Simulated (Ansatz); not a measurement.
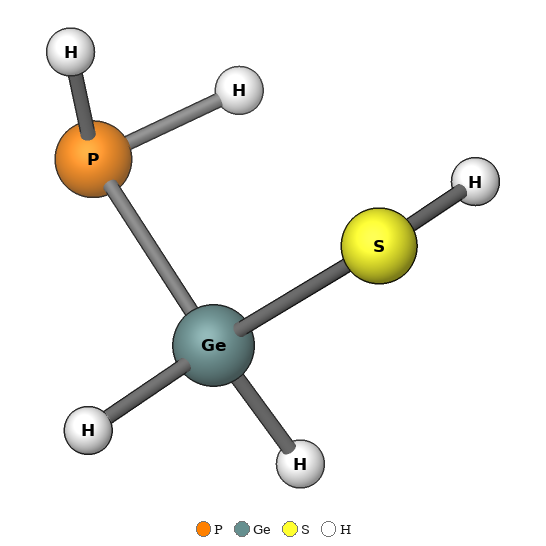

The picture shows a molecular structure as a ball-and-stick model. Every bond is drawn as one stick, whatever its order.

What does the picture show?

It has 8 atoms: 1 germanium, 5 hydrogen, 1 phosphorus and 1 sulfur (GeH₅PS). Its SMILES string is `[PH2][GeH2][SH]`. This geometry has C1 symmetry. Coordination: 1 P trigonal pyramidal; 1 Ge tetrahedral; 1 S bent.

The parts below concern this one geometry. Atoms keep their numbers from picture to picture. Computed geometry: PBE0-D4/def2-TZVP optimisation.

## Shape

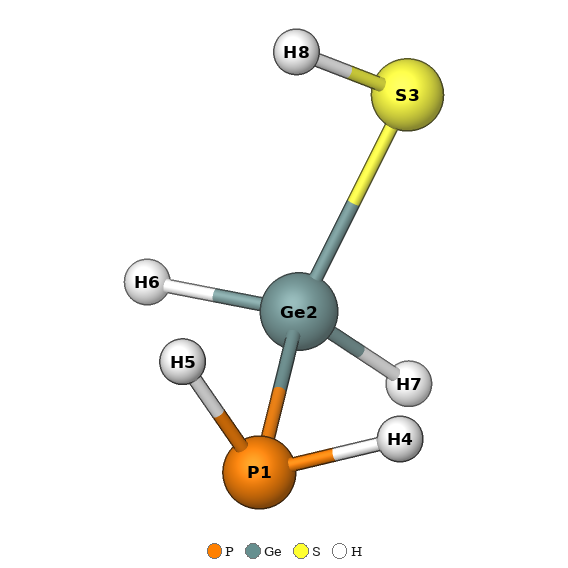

Numbered structure.

Give the bond lengths.

```json
{"bond": "P1–Ge2", "length (Å)": "2.319"}
{"bond": "P1–H4", "length (Å)": "1.420"}
{"bond": "P1–H5", "length (Å)": "1.421"}
{"bond": "Ge2–S3", "length (Å)": "2.228"}
{"bond": "Ge2–H6", "length (Å)": "1.539"}
{"bond": "Ge2–H7", "length (Å)": "1.536"}
{"bond": "S3–H8", "length (Å)": "1.343"}
```

## Electronic properties

Level of theory: RKS PBE0-D4/def2-SVP (Ansatz 0.2.0).

Computed properties:

- HOMO energy (Kohn–Sham orbital): −7.00 eV
- LUMO energy (Kohn–Sham orbital): −0.16 eV
- HOMO–LUMO gap: 6.84 eV
- dispersion correction: −16.1 kJ/mol

## Vibrations

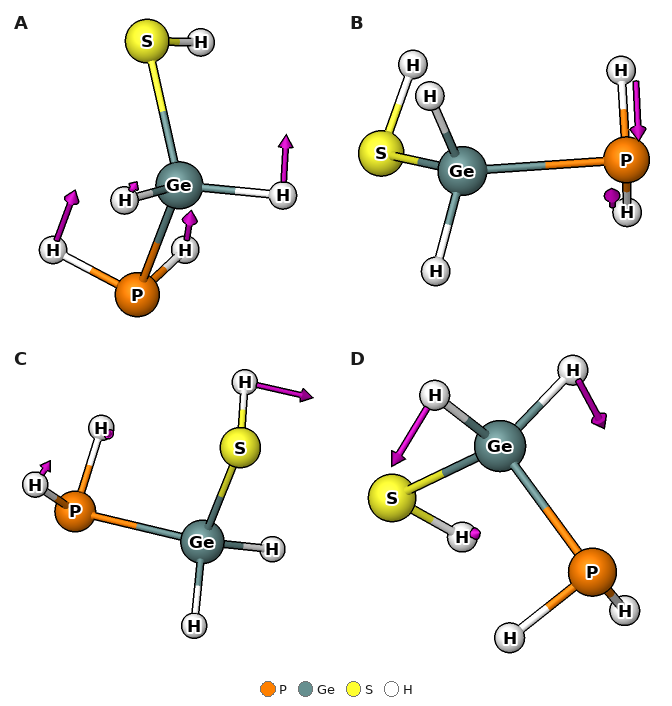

4 normal modes of one molecule or complex, as arrows. Harmonic vibrations computed with RKS PBE0-D4/def2-TZVP (Ansatz 0.2.0) at a stationary point of the same level.

Match the panels to the wavenumbers 163 cm⁻¹, 620 cm⁻¹, 855 cm⁻¹, 2407 cm⁻¹.

Answer. A: 620 cm⁻¹, Ge–P–H bending
B: 2407 cm⁻¹, in-phase stretching of 2 P–H bonds
C: 163 cm⁻¹, a torsion or out-of-plane motion in which bond lengths and bond angles hardly change
D: 855 cm⁻¹, H–Ge–H bending

## Dipole moment

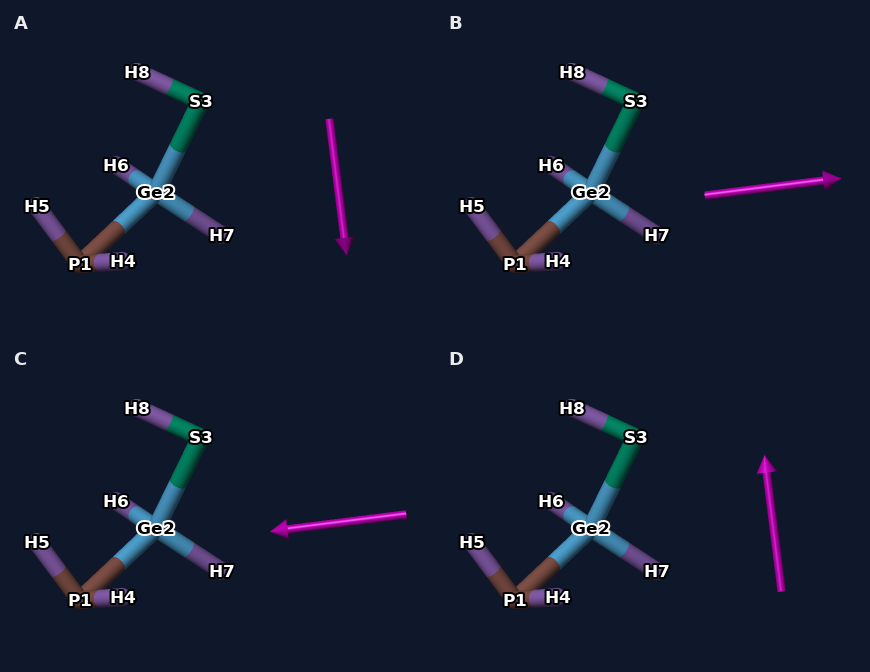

The same molecule four times, each with an arrow. Method: RKS B3LYP-D4/def2-TZVPP (Ansatz 0.2.0).

Which arrow points along the dipole moment, from the negative to the positive end?

Answer. C. The dipole moment is 0.89 D; it points from the side of S3, H7 to the side of H5 (the outermost atoms at the two ends).

## Charges

The questions are on Mulliken charges. Properties computed with RKS r2SCAN-D4/def2-TZVPP (Ansatz 0.2.0).

Which atom carries the highest charge (most positive or least negative)?

Answer. Ge2 (0.31 e).

And the lowest?

Answer. S3 (−0.32 e).

List the Mulliken charges.

| atom | value (e) |
| --- | --- |
| P1 | −0.16 |
| Ge2 | 0.31 |
| S3 | −0.32 |
| H4 | 0.04 |
| H5 | 0.03 |
| H6 | 0.00 |
| H7 | 0.00 |
| H8 | 0.11 |

Mulliken values depend strongly on the basis set and can even reverse the polarity of a bond.
